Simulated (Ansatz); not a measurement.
## Run report: Si₂NH₉O, geometry relaxation (part 2 of 2)

Continued. System: Si₂NH₉O. Method: RHF/6-31G* (Ansatz 0.2.0). The input holds or restrains some coordinates. Forces given for the steps count only the free coordinates. It belongs to a series of runs on one base structure; here: pulled along the bonds that form and break, towards end A.

Geometry of the input (Å):
```
Si 0.0000  0.0000  0.0000
N  0.0000  0.0000  2.1700
H  -0.8770  -0.2713  2.7000
H  0.8770  0.2713  2.7000
H  1.3768  0.0000  -0.4862
H  -0.6877  1.1914  -0.4862
H  -0.6877  -1.1914  -0.4862
O  1.0334  -1.5693  0.6243
Si 0.4633  -3.1494  0.6523
H  1.1755  -3.9422  -0.3456
H  0.6835  -3.7235  1.9765
H  -0.9651  -3.1575  0.3504
H  0.6708  -1.0187  1.7475
```

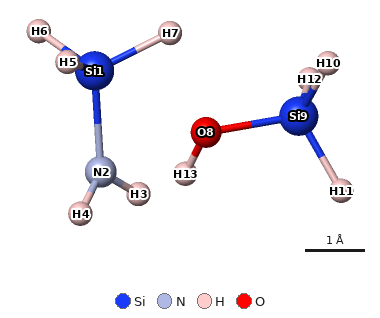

**Figure 1.** The geometry at step 6 of the log (ball-and-stick view, seen at a tilt; atoms are numbered from 1 in the order of the input).

What the program printed, continued
```
relax step  11: F+E_penalty+E_count = -19385.82514448 eV  Δ(F+E_penalty+E_count) = -5.789e-3 eV  max|allowed force component| = 1.121e0 eV/Å  E_restraint = 0.03841307 eV  max|allowed force component, restraints' pulls added| = 1.014e-1 eV/Å  Δτ_max = 0.0946 Å  (31 SCF iters, accepted)
  distance Si 0 - O 7 = 2.8939 Å
  distance H 12 - N 1 = 2.2537 Å
  distance Si 0 - N 1 = 1.7899 Å
  distance H 12 - O 7 = 0.9723 Å
950 factors; integrals over basis functions are off by at most 7.4e-4 eV
mean field evaluation 96: about -19385.8251 eV, gradient 1.3e-5 eV
mean field -19385.82514448 eV, -712.4159338753 hartree, gradient 1.5e-5 eV, S^2 0.000000; 1 other end points of the search recorded, 0 dependent functions left out
the calculation of the forces begins
reference -19385.82514448 eV, -712.4159338753 hartree; 26, 26 occupied and 60, 60 virtual orbitals, 950 factors
Total energy: -19385.82514448 eV, -712.4159338753 hartree
Atom 0 at    -0.067500     0.439531     0.164726 Å, force    -0.229602     0.338263     0.768649 eV/Å
Atom 1 at    -0.074544     0.332256     1.951346 Å, force     0.131082    -0.127533    -0.826878 eV/Å
Atom 2 at    -0.977425     0.341860     2.384707 Å, force    -0.014152    -0.014999    -0.033975 eV/Å
Atom 3 at     0.509083     0.992145     2.427422 Å, force     0.020152     0.015625    -0.019058 eV/Å
Atom 4 at     1.316963     0.393321    -0.316701 Å, force    -0.005207    -0.007059     0.016032 eV/Å
Atom 5 at    -0.646081     1.729105    -0.289937 Å, force     0.014981     0.009883    -0.015966 eV/Å
Atom 6 at    -0.930121    -0.618528    -0.373620 Å, force     0.000471     0.008338    -0.016561 eV/Å
Atom 7 at     1.059559    -2.146605     0.810063 Å, force     0.038386     0.188689     1.120514 eV/Å
Atom 8 at     0.596808    -3.721592     0.707401 Å, force    -0.047039    -0.007834    -0.011284 eV/Å
Atom 9 at     1.268233    -4.313023    -0.459825 Å, force     0.007447     0.004197     0.002606 eV/Å
Atom 10 at     0.970875    -4.465826     1.928869 Å, force     0.013567    -0.004146    -0.008178 eV/Å
Atom 11 at    -0.865655    -3.847691     0.536276 Å, force     0.005271    -0.019481     0.008508 eV/Å
Atom 12 at     0.902605    -1.675553     1.646071 Å, force     0.064642    -0.383944    -0.984409 eV/Å
Dipole moment:    -0.170757     0.199718     0.385525 e Å
```

Trajectory as extended XYZ (Å, eV, eV/Å), 11 frames, from step=1 to step=11
```
13
Properties=species:S:1:pos:R:3:forces:R:3 step=1 energy=-19382.05093
Si    0.0000    0.0000    0.0000    1.5819  -1.3895   0.7173
N     0.0000    0.0000    2.1700    1.5148  -2.0319  -1.1769
H    -0.8770   -0.2713    2.7000    2.3878   1.0450  -0.6843
H     0.8770    0.2713    2.7000   -2.7217   0.5479  -0.4545
H     1.3768    0.0000   -0.4862   -0.0402   1.9675  -0.7029
H    -0.6877    1.1914   -0.4862   -0.4952   0.5767   0.6445
H    -0.6877   -1.1914   -0.4862   -1.5977   1.0136  -0.5530
O     1.0334   -1.5693    0.6243   -0.0847  -2.9226   2.8193
Si    0.4633   -3.1494    0.6523    1.0781   1.3460  -0.3259
H     1.1755   -3.9422   -0.3456    0.0748  -0.2810  -0.1748
H     0.6835   -3.7235    1.9765   -0.0112  -0.2295   0.3671
H    -0.9651   -3.1575    0.3504   -0.3640  -0.2280   0.0448
H     0.6708   -1.0187    1.7475   -1.3226   0.5857  -0.5208
13
Properties=species:S:1:pos:R:3:forces:R:3 step=2 energy=-19382.71960
Si   -0.0515    0.0921    0.0435    1.8231  -2.0238   1.6917
N    -0.0605    0.1173    2.1222    1.0227  -0.9744  -0.9742
H    -0.8586   -0.2550    2.6912    1.6335   1.0670  -1.0728
H     0.8345    0.2828    2.6861   -2.6181   0.1563  -1.3140
H     1.3586    0.0303   -0.4878   -0.9100   1.3292   0.1952
H    -0.7061    1.2191   -0.4823   -0.9954   1.4726  -0.0180
H    -0.7040   -1.1596   -0.4863   -0.6168   1.4244   0.2547
O     1.1387   -1.6989    0.7245   -0.7439   0.6397   4.0715
Si    0.4638   -3.1806    0.6544    0.6217  -0.3391   0.2026
H     1.1776   -3.9497   -0.3497    0.0615  -0.3726  -0.3379
H     0.6821   -3.7316    1.9828   -0.1897  -0.6167   0.4133
H    -0.9688   -3.1589    0.3511   -0.2191  -0.1218   0.0218
H     0.7570   -1.1680    1.6671    1.1307  -1.6408  -3.1339
13
Properties=species:S:1:pos:R:3:forces:R:3 step=3 energy=-19383.35263
Si   -0.1093    0.1849    0.0902    2.7850  -3.7732   2.1754
N    -0.1213    0.2327    2.0811    1.3147  -0.7384  -0.1327
H    -0.8467   -0.2430    2.6747    1.2704   1.0620  -1.5327
H     0.8040    0.2806    2.6618   -2.8520   0.1606  -2.0870
H     1.3385    0.0406   -0.4763   -1.5182   1.2174   0.7150
H    -0.7240    1.2473   -0.4902   -1.5990   2.5162  -0.7140
H    -0.7024   -1.1386   -0.4754   -0.2846   1.8576   0.6540
O     1.2121   -1.7912    0.8086    0.2783   1.2733   1.7089
Si    0.4662   -3.2000    0.6597    0.0063  -1.5961   0.1813
H     1.1779   -3.9539   -0.3545    0.0556  -0.3564  -0.3634
H     0.6783   -3.7422    1.9882   -0.3304  -0.8884   0.4855
H    -0.9698   -3.1593    0.3512   -0.0657  -0.0361   0.0360
H     0.8594   -1.3185    1.5979    0.9395  -0.6987  -1.1264
13
Properties=species:S:1:pos:R:3:forces:R:3 step=4 energy=-19384.28856
Si   -0.1456    0.2549    0.1608    2.0949  -2.8218   0.7753
N    -0.1628    0.3391    2.0275    0.4792  -1.0489  -0.4574
H    -0.8155   -0.2048    2.6027    0.1307   0.7097  -1.1533
H     0.7130    0.2893    2.5679   -0.7589   0.5745  -1.1682
H     1.2785    0.0877   -0.4326   -1.2080   1.0189   0.8817
H    -0.7701    1.3171   -0.4999   -1.0051   1.5392  -0.2750
H    -0.7121   -1.0626   -0.4362   -0.2428   1.5130   0.8314
O     1.3419   -1.9232    0.8695    0.4315   0.7488  -0.2304
Si    0.4737   -3.2688    0.6687    0.1148  -1.0547   0.1770
H     1.1770   -3.9817   -0.3745    0.0009  -0.5583  -0.3589
H     0.6569   -3.7986    2.0082   -0.4715  -1.0708   0.4073
H    -0.9648   -3.1598    0.3534    0.1250   0.0135   0.0650
H     0.9927   -1.4491    1.6012    0.3093   0.4369   0.5056
13
Properties=species:S:1:pos:R:3:forces:R:3 step=5 energy=-19385.28271
Si   -0.1299    0.2732    0.1325    0.0253  -0.2849   0.9293
N    -0.1680    0.3355    1.9283    0.3257  -0.5978  -0.3755
H    -0.8462   -0.1543    2.4900   -0.1018   0.3130  -0.5770
H     0.6796    0.3737    2.4696   -0.1290   0.4018  -0.4361
H     1.2615    0.2601   -0.3531   -0.1701   0.3199   0.1415
H    -0.8318    1.4083   -0.4529   -0.1918   0.3775  -0.0206
H    -0.8215   -0.9450   -0.3595   -0.0098   0.3633   0.1034
O     1.4437   -1.9989    0.8911   -0.9504   0.1749   0.8353
Si    0.5157   -3.3643    0.6987    0.5438   0.1055   0.2883
H     1.1634   -4.0876   -0.3934   -0.0192  -0.3458   0.0047
H     0.5937   -3.9778    2.0376   -0.1827  -0.5365  -0.1240
H    -0.9179   -3.1825    0.3725    0.2086   0.0905   0.0664
H     1.1203   -1.5009    1.6555    0.6514  -0.3814  -0.8357
13
Properties=species:S:1:pos:R:3:forces:R:3 step=6 energy=-19385.54634
Si   -0.1256    0.3396    0.1185   -0.2965   0.3470   1.1041
N    -0.1467    0.3350    1.9069    0.5506  -0.3637  -0.5911
H    -0.8545   -0.1121    2.4573   -0.0179   0.2258  -0.2643
H     0.6802    0.5018    2.4600   -0.4370   0.1735  -0.3938
H     1.2577    0.4168   -0.3531    0.0633   0.1043   0.0309
H    -0.8551    1.5115   -0.4073   -0.0087   0.0553   0.0286
H    -0.8239   -0.8445   -0.3977   -0.0560   0.0298  -0.0198
O     1.3644   -2.0279    0.8495   -0.5422   0.0818   1.4944
Si    0.5523   -3.4676    0.7373    0.1616   0.0533  -0.1661
H     1.1853   -4.2265   -0.3481    0.0381  -0.1266   0.0666
H     0.6129   -4.1714    2.0353    0.0560  -0.0997  -0.0574
H    -0.8723   -3.2801    0.4120   -0.0463  -0.0005   0.0340
H     1.0880   -1.5350    1.6462    0.5351  -0.4802  -1.2661
13
Properties=species:S:1:pos:R:3:forces:R:3 step=7 energy=-19385.68336
Si   -0.1025    0.3717    0.1309   -0.3794   0.4339   1.0756
N    -0.1318    0.3105    1.9109    0.5678  -0.3705  -0.7726
H    -0.9000   -0.0272    2.4530   -0.0169   0.1863  -0.1523
H     0.6030    0.6848    2.4836   -0.3413   0.0802  -0.2468
H     1.2890    0.4722   -0.3182    0.0289   0.0406   0.0278
H    -0.8262    1.5636   -0.3661    0.0217   0.0316  -0.0330
H    -0.8078   -0.7951   -0.4101   -0.0446   0.0169  -0.0237
O     1.3006   -2.0754    0.7922   -0.1349   0.1190   1.1655
Si    0.5515   -3.5474    0.7253    0.1072   0.1492   0.0849
H     1.1820   -4.3194   -0.3548   -0.0006  -0.0262   0.0249
H     0.6937   -4.2400    2.0252    0.0198  -0.0701  -0.0658
H    -0.8932   -3.4112    0.4587   -0.0190  -0.0349  -0.0214
H     1.1045   -1.5478    1.5864    0.1913  -0.5560  -1.0630
13
Properties=species:S:1:pos:R:3:forces:R:3 step=8 energy=-19385.79822
Si   -0.0949    0.4085    0.1585   -0.1931   0.3964   0.7721
N    -0.0919    0.2839    1.9371    0.2124  -0.2658  -0.7499
H    -0.9449    0.1542    2.4409   -0.0914   0.0455  -0.1339
H     0.5312    0.8503    2.4757   -0.0110   0.1369  -0.1401
H     1.3027    0.4752   -0.2844   -0.0167  -0.0152   0.0008
H    -0.7591    1.6400   -0.3406   -0.0003   0.0028   0.0979
H    -0.8539   -0.7170   -0.3981   -0.0197   0.0211   0.0108
O     1.2095   -2.1130    0.7465    0.0591  -0.0163   0.9494
Si    0.5657   -3.6318    0.7169    0.0273   0.0545  -0.0026
H     1.2189   -4.3772   -0.3702    0.0004   0.0145   0.0044
H     0.7919   -4.3273    2.0032    0.0157   0.0151  -0.0209
H    -0.8930   -3.6104    0.4762    0.0321   0.0096   0.0096
H     1.0808   -1.5959    1.5550   -0.0149  -0.3990  -0.7975
13
Properties=species:S:1:pos:R:3:forces:R:3 step=9 energy=-19385.78599
Si   -0.0759    0.4107    0.1734   -0.2215   0.4338   0.7288
N    -0.0548    0.2910    1.9589   -0.0307   0.9060   0.3195
H    -0.9672    0.2954    2.4106    0.5524  -0.1857  -0.4600
H     0.4786    1.0328    2.4335   -0.4245  -0.8972  -0.6835
H     1.3171    0.4456   -0.2878   -0.0580  -0.0187  -0.0542
H    -0.7272    1.6758   -0.2618    0.0568  -0.0458  -0.0162
H    -0.8862   -0.6852   -0.3718    0.0289   0.0315  -0.0124
O     1.1505   -2.1502    0.7533    0.0300   0.1235   1.0718
Si    0.5825   -3.6976    0.6950   -0.0248   0.1047   0.0746
H     1.2580   -4.4002   -0.4082   -0.0158   0.0466   0.0070
H     0.8522   -4.3997    1.9685    0.0135  -0.0132  -0.0240
H    -0.8796   -3.7239    0.4739    0.0395  -0.0363  -0.0202
H     1.0147   -1.6551    1.5794    0.0541  -0.4491  -0.9314
13
Properties=species:S:1:pos:R:3:forces:R:3 step=10 energy=-19385.81935
Si   -0.0761    0.4158    0.1725   -0.1364   0.3505   0.7782
N    -0.0480    0.3331    1.9638    0.0331  -0.2323  -1.1154
H    -0.9501    0.3084    2.3975    0.0229   0.0713   0.0759
H     0.5109    1.0399    2.3977   -0.0192   0.0359   0.1266
H     1.3038    0.3999   -0.3208    0.0108  -0.0094  -0.0143
H    -0.6895    1.6848   -0.2953    0.0005   0.0039   0.0112
H    -0.9147   -0.6690   -0.3483   -0.0197  -0.0061   0.0036
O     1.1089   -2.1427    0.8317   -0.0930   0.0901   1.1180
Si    0.5898   -3.6997    0.6992    0.0328  -0.0185  -0.0379
H     1.2813   -4.3077   -0.4473   -0.0008   0.0078  -0.0115
H     0.9004   -4.4675    1.9240   -0.0081   0.0044   0.0004
H    -0.8693   -3.7740    0.4771    0.0053  -0.0068   0.0179
H     0.9155   -1.6817    1.6650    0.1718  -0.2908  -0.9528
13
Properties=species:S:1:pos:R:3:forces:R:3 step=11 energy=-19385.82514
Si   -0.0675    0.4395    0.1647   -0.2296   0.3383   0.7686
N    -0.0745    0.3323    1.9513    0.1311  -0.1275  -0.8269
H    -0.9774    0.3419    2.3847   -0.0142  -0.0150  -0.0340
H     0.5091    0.9921    2.4274    0.0202   0.0156  -0.0191
H     1.3170    0.3933   -0.3167   -0.0052  -0.0071   0.0160
H    -0.6461    1.7291   -0.2899    0.0150   0.0099  -0.0160
H    -0.9301   -0.6185   -0.3736    0.0005   0.0083  -0.0166
O     1.0596   -2.1466    0.8101    0.0384   0.1887   1.1205
Si    0.5968   -3.7216    0.7074   -0.0470  -0.0078  -0.0113
H     1.2682   -4.3130   -0.4598    0.0074   0.0042   0.0026
H     0.9709   -4.4658    1.9289    0.0136  -0.0041  -0.0082
H    -0.8657   -3.8477    0.5363    0.0053  -0.0195   0.0085
H     0.9026   -1.6756    1.6461    0.0646  -0.3839  -0.9844
```

Results in brief

| quantity | value |
| --- | --- |
| outcome | converged under the restraints of the input |
| total energy | −19385.8251 eV |
| mean-field energy | −19385.8251 eV |
| largest force (length of the vector) at the end, held atoms and coordinates included | 1.137 eV/Å |
| hardware | 1 thread of Arm Neoverse V1, 24 GiB of memory available, shared host |
| wall time | 25 s |
| peak memory | 0.16 GiB |
